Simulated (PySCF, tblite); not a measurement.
# C3H6 (triplet): geometry, infrared bands and EPR parameters

What infrared bands and EPR parameters should C3H6 (triplet) (`C[C]C`) show?

The runs use tblite 0.8.0 and PySCF 2.14.0, with density-fitted response routines of our own; the level of theory stands in each step. All values are computed, except where a source is named. Atoms count from 0, in the outputs and in this text.

### 1 The starting structure

9 atoms, charge 0, multiplicity 3; geometry from: force field or distance geometry start.

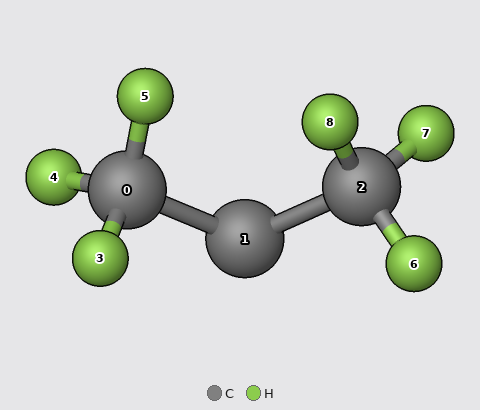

The starting geometry (carbon grey, hydrogen green), atoms numbered; sticks join atoms by distance.

### 2 Optimising the geometry with GFN2-xTB

The job: settings as JSON, then the geometry in Å.

```
{"job": {"kind": "relax", "xc": "GFN2-xTB", "basis": "xTB"}, "charge": 0, "multiplicity": 3}
C     -1.221300    -0.198400     0.026600
C     -0.006500    -0.360700    -0.868800
C      1.216500     0.152600    -0.118500
H     -1.351900    -1.110900     0.594000
H     -2.073900     0.018000    -0.648100
H     -1.100000     0.665800     0.693100
H      1.895400    -0.669400     0.098300
H      1.765700     0.939800    -0.661300
H      0.889600     0.569100     0.859500
```

The run is started by

```console
OMP_NUM_THREADS=1 python probes_run.py task.json out
```

One launch serves the whole session: the jobs run in the order shown.

Log:

```text
step      E/eV     max force
  0    -252.40104    3.592
  1    -252.61268    1.963
  2    -252.70973    0.836
  3    -252.73983    0.545
  4    -252.79317    0.716
  5    -252.82323    0.697
  6    -252.86506    0.549
  7    -252.89071    0.445
  8    -252.91659    0.459
  9    -252.93695    0.366
 10    -252.95399    0.300
 11    -252.96556    0.306
 12    -252.97530    0.314
 13    -252.98382    0.220
 14    -252.98819    0.130
 15    -252.98992    0.096
 16    -252.99066    0.067
 17    -252.99100    0.044
 18    -252.99122    0.034
 19    -252.99134    0.028
 20    -252.99140    0.022
 21    -252.99144    0.022
 22    -252.99150    0.021
 23    -252.99159    0.035
 24    -252.99173    0.044
 25    -252.99195    0.045
 26    -252.99228    0.065
 27    -252.99287    0.087
 28    -252.99384    0.105
 29    -252.99542    0.157
 30    -252.99786    0.149
 31    -252.99948    0.114
 32    -253.00124    0.075
 33    -253.00150    0.136
 34    -253.00241    0.076
 35    -253.00284    0.058
 36    -253.00334    0.054
 37    -253.00375    0.060
 38    -253.00403    0.032
 39    -253.00413    0.020
 40    -253.00417    0.020
 41    -253.00422    0.020
 42    -253.00427    0.016
 43    -253.00430    0.012
 44    -253.00431    0.011
 45    -253.00432    0.012
 46    -253.00433    0.011
 47    -253.00436    0.012
 48    -253.00438    0.015
 49    -253.00441    0.018
 50    -253.00443    0.019
 51    -253.00447    0.020
 52    -253.00455    0.026
 53    -253.00471    0.042
 54    -253.00498    0.058
 55    -253.00535    0.078
 56    -253.00582    0.071
 57    -253.00638    0.075
 58    -253.00680    0.054
 59    -253.00719    0.074
 60    -253.00715    0.056
 61    -253.00759    0.025
 62    -253.00769    0.032
 63    -253.00780    0.031
 64    -253.00792    0.043
 65    -253.00799    0.023
 66    -253.00804    0.024
 67    -253.00808    0.018
 68    -253.00811    0.012
 69    -253.00812    0.006
```

Wall time 0.16 s (1 thread of Arm Neoverse V1, shared host).

Along the way: (not every step is listed)

```
step  energy from step 0 (eV)  largest force (eV/Å)
   0                   0.0000                3.5917
   1                  -0.2116                1.9632
   2                  -0.3087                0.8360
   3                  -0.3388                0.5452
   4                  -0.3921                0.7162
   5                  -0.4222                0.6971
   6                  -0.4640                0.5494
   7                  -0.4897                0.4453
   8                  -0.5156                0.4594
  13                  -0.5828                0.2203
  18                  -0.5902                0.0335
  23                  -0.5906                0.0345
  28                  -0.5928                0.1045
  33                  -0.6005                0.1365
  38                  -0.6030                0.0321
  43                  -0.6033                0.0119
  48                  -0.6033                0.0152
  53                  -0.6037                0.0416
  58                  -0.6058                0.0538
  63                  -0.6068                0.0308
  64                  -0.6069                0.0432
  65                  -0.6070                0.0226
  66                  -0.6070                0.0242
  67                  -0.6070                0.0179
  68                  -0.6071                0.0119
  69                  -0.6071                0.0064
```

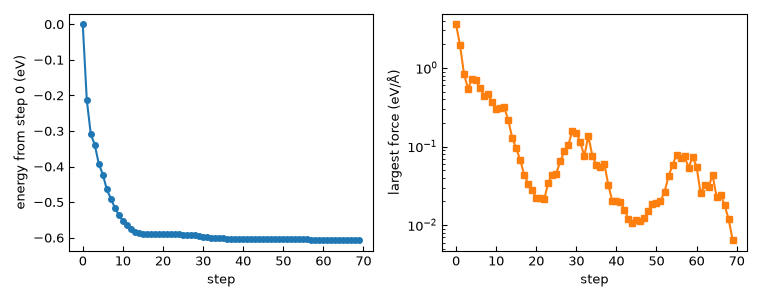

Energy and force, step by step.

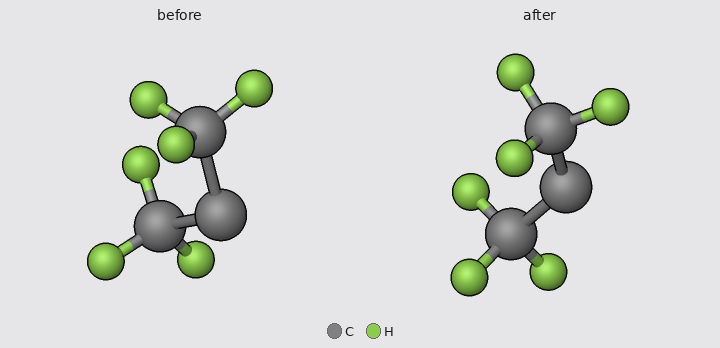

The geometry before (left) and after (right).

Distances of close pairs at the start and the end, largest changes first:

```
 bond  before (Å)  after (Å)  change (Å)
C1–C2       1.524      1.452      -0.072
C0–C1       1.518      1.452      -0.066
C0–H3       1.082      1.101      +0.018
C0–H4       1.109      1.091      -0.017
C2–H6       1.088      1.101      +0.013
C2–H8       1.112      1.101      -0.011
C2–H7       1.103      1.091      -0.011
C0–H5       1.098      1.101      +0.003
```

The final coordinates are the input of the step that follows.

### 3 Harmonic vibrations with GFN2-xTB

The job: settings as JSON, then the geometry in Å.

```
{"job": {"kind": "ir", "xc": "GFN2-xTB", "basis": "xTB"}, "charge": 0, "multiplicity": 3}
C     -1.319746    -0.196808     0.001569
C     -0.046204     0.185903    -0.580882
C      1.316441     0.222177    -0.081450
H     -1.321323    -1.248506     0.325940
H     -2.124599    -0.078478    -0.725795
H     -1.572816     0.421160     0.876450
H      1.666115    -0.774637     0.227682
H      1.997704     0.582401    -0.854086
H      1.417989     0.892782     0.785392
```

Log:

```text
mode    cm-1     km/mol
  1      77.1      0.00
  2     103.6      8.53
  3     288.3      5.74
  4     894.3      7.62
  5     945.6      0.13
  6     954.2      0.00
  7    1050.2      6.36
  8    1100.8      7.95
  9    1344.0     49.09
 10    1369.6      9.61
 11    1377.8      0.48
 12    1432.8     12.88
 13    1444.0      0.16
 14    1444.3      1.54
 15    1453.0      8.93
 16    2811.0      0.22
 17    2819.3     98.62
 18    2834.1     33.23
 19    2845.1     48.63
 20    2979.3     34.63
 21    2979.5     13.54
```

It took 0.09 s on 1 thread of Arm Neoverse V1, shared host.

The strongest bands and the atoms that carry them (share of the mass-weighted mode):

```
cm⁻¹  km/mol                               atoms
1344    49.1           C1 51 %, C0 22 %, C2 21 %
1370     9.6  C1 17 %, H4 15 %, H7 15 %, H3 13 %
1433    12.9  H3 21 %, H5 21 %, H6 20 %, H8 20 %
2819    98.6  H5 26 %, H3 24 %, H6 21 %, H8 20 %
2834    33.2  H8 25 %, H6 25 %, H3 23 %, H5 22 %
2845    48.6  H3 25 %, H5 24 %, H8 23 %, H6 23 %
2979    34.6                    H4 47 %, H7 45 %
2980    13.5                    H7 47 %, H4 45 %
```

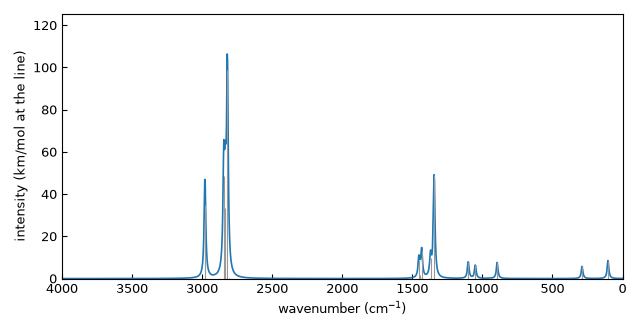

The infrared spectrum from these modes, unscaled. Lines are broadened to a width of 14 cm⁻¹ (Lorentzian).

### 4 g tensor and hyperfine couplings: B3LYP/pcH-1

Same as in step 3 but for these lines:

```diff
@@ -1,2 +1,2 @@
-{"job": {"kind": "ir", "xc": "GFN2-xTB", "basis": "xTB"}, "charge": 0, "multiplicity": 3}
+{"job": {"kind": "epr", "basis": "pcH-1"}, "charge": 0, "multiplicity": 3}
 C     -1.319746    -0.196808     0.001569
```

Level: UKS B3LYP, pcH-1 on C H, non-relativistic, mean-field spin-orbit, GIAO.

Log:

```text
UKS, coarse grid
  cycle   1  E = -117.78074192  |g| = 2.33e-01
  cycle   2  E = -117.78269272  |g| = 2.46e-01
  cycle   3  E = -117.81457165  |g| = 1.85e-02
  cycle   4  E = -117.81487113  |g| = 6.49e-03
  cycle   5  E = -117.81489693  |g| = 2.84e-03
  cycle   6  E = -117.81490184  |g| = 1.07e-03
  cycle   7  E = -117.81490215  |g| = 1.83e-04
UKS, final grid
  cycle   1  E = -117.81489668  |g| = 1.44e-04
  cycle   2  E = -117.81489669  |g| = 1.53e-04
  cycle   3  E = -117.81489670  |g| = 1.59e-05
  cycle   4  E = -117.81489670  |g| = 8.00e-06
E = -117.81489670 Eh   <S^2> = 2.0065 (exact 2.0000)
g shifts (ppm)      1          2          3
  rmc          -142       -142       -142
  gc             22         -7         21
  oz_so         -88        338        344
  total        -208        189        223
hyperfine (MHz)  atom isotope    a_iso     a_fc   dipolar eigenvalues
    0   13C      -0.17      -0.17     -3.84     -3.02      6.87
    1   13C     234.47     234.47    -77.10     28.07     49.02
    2   13C      -0.16      -0.16     -3.84     -3.02      6.87
    3    1H      77.83      77.83     -5.18     -3.42      8.60
    4    1H      43.29      43.29     -5.73     -5.70     11.43
    5    1H      77.86      77.86     -5.17     -3.42      8.60
    6    1H      77.88      77.88     -5.17     -3.43      8.60
    7    1H      43.31      43.31     -5.74     -5.70     11.43
    8    1H      77.90      77.90     -5.17     -3.42      8.59
zero-field splitting (cm-1)  D = 0.7085  E = 0.0527  (spin-spin 0.6695, spin-orbit 0.0390)
```

Run time: 9.5 s. Hardware: 1 thread of Arm Neoverse V1, shared host; peak memory 0.45 GiB.

Principal g values 2.00211, 2.00251, 2.00254; g(iso) = 2.00239, against 2.00232 for a free electron.

Mean a(iso) over the nuclei that a row names, and the largest dipolar term of the row (other rows stand at the frozen geometry):

```
                nuclei  isotope  a(iso) (MHz)  a(iso) (G, at g = 2.0023)  largest dipolar term (MHz)
                    C1      13C         234.5                       83.7                       -77.1
H3, H4, H5, H6, H7, H8       1H          66.3                       23.7                        11.4
                C0, C2      13C          -0.2                       -0.1                         6.9
```

Zero-field splitting: D = 0.708 cm⁻¹ (spin-spin 0.670, spin-orbit 0.039), E = 0.053 cm⁻¹.

Mulliken spin populations:

```
atom  value (e)
  C0      -0.11
  C1       1.87
  C2      -0.11
  H3       0.08
  H4       0.03
  H5       0.08
  H6       0.08
  H7       0.03
  H8       0.08
```

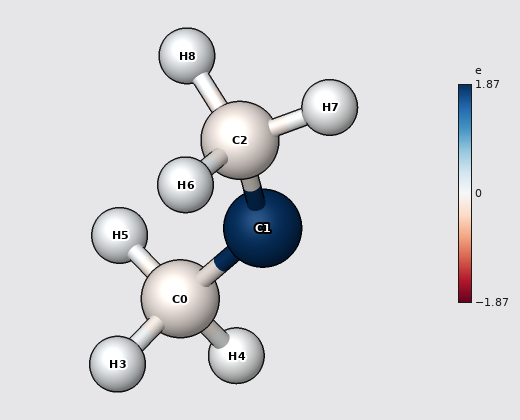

Mulliken spin populations, as colours on the atoms.

The fields below are evaluated on a grid from the run's orbitals.

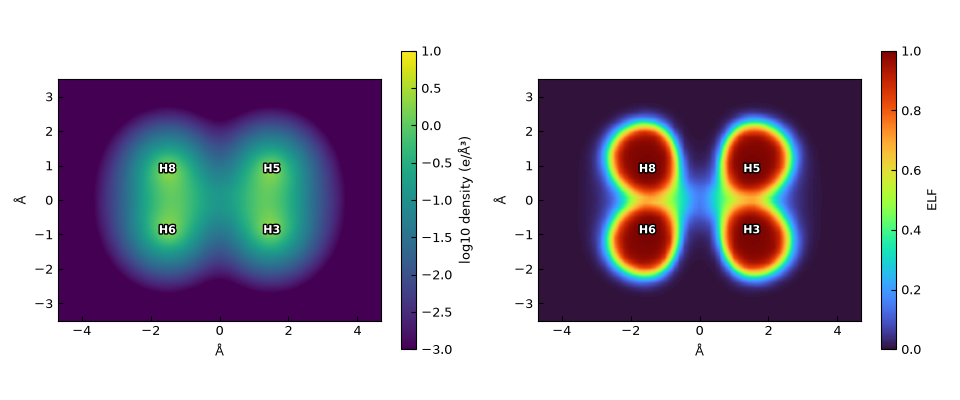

Density (left) and ELF (right) in a plane through or near 4 of the atoms.

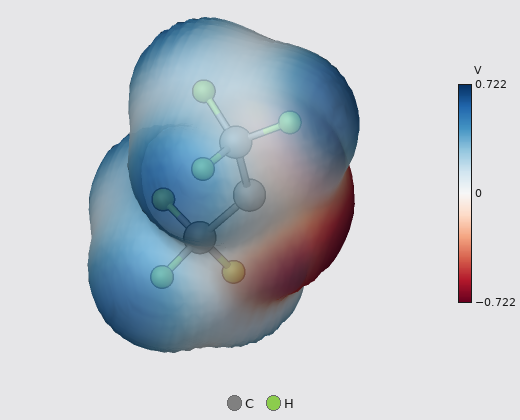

The potential that a unit positive charge feels on the 0.002 e/bohr³ surface, from -0.72 V near C1 to 0.61 V near H4.

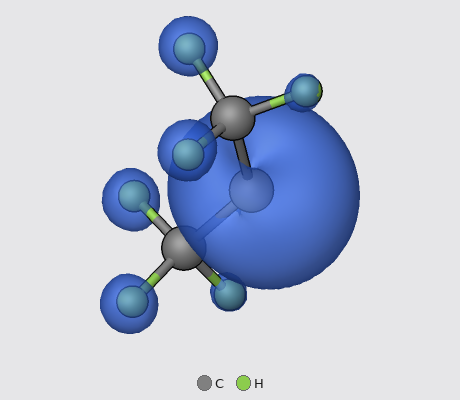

Spin density at ±0.05 e/Å³ (alpha excess blue, beta excess red).

### 5 Outcome

| quantity | value |
| --- | --- |
| strongest single infrared mode (GFN2-xTB) | 2819 cm⁻¹, 99 km/mol |
| zero-point energy (GFN2-xTB) | 46.5 kcal/mol |
| D, E (B3LYP) | 0.708, 0.053 cm⁻¹ |
| g(iso) (B3LYP) | 2.00239 |
| ⟨S²⟩ | 2.007 (exact 2.00) |
| largest a(iso) (averaged by class) | 13C on C1, 234.5 MHz |
| surface potential, least and greatest | -0.72 V and 0.61 V |

What this shows: Relaxing lowered the energy by 0.607 eV in 69 steps; the close pair that moved most is C1–C2, from 1.524 to 1.452 Å. No mode is imaginary among the 21: a minimum at this level. The strongest single mode, at 2819 cm⁻¹, has its largest shares on H5, H3, H6 and H8 (the list is cut at 4 atoms). Unscaled tight-binding wavenumbers are off by several per cent, some by more. Its intensities can rank the bands wrongly. C1 carries the largest spin population, 1.87 e. The isotropic g lies 0.1 ppt above the free-electron value. The triplet studied here may not be the ground state; the singlet was not compared.
